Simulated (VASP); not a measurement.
Band structure of InP (zinc blende). Method: AM05 GGA, VASP's PBE PAW potentials (set 64) (plane waves; VASP).

Unless said otherwise, spin-orbit coupling is left out, though it shifts the bands of the heavy elements here.

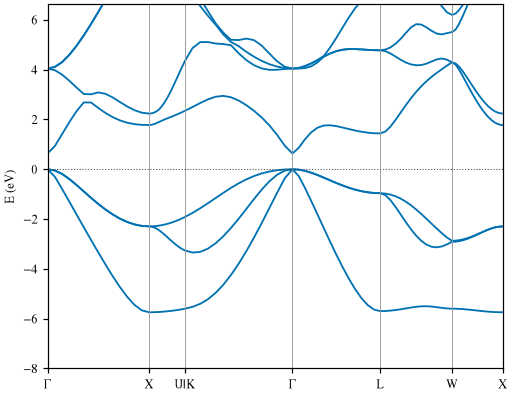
Fig. 1. Bands along high-symmetry lines, zero at the valence-band maximum or, without a gap, the Fermi level

Task: Read the plot: is there a gap, and where are the band edges?

Result: The gap is direct, 0.63 eV, from the valence maximum at Γ to the conduction minimum at Γ. (Edges off the drawn lines would not show.)

Measured: gap 1.47 eV (computed value off by -0.84 eV), as given by Wei Chen et al., Physical Review Materials (2018), doi:10.1103/physrevmaterials.2.073803 [zero-point renormalisation of 0.05 eV added back (the table's ZPR column)].

The compound is InP in the zinc blende structure. It was relaxed first.
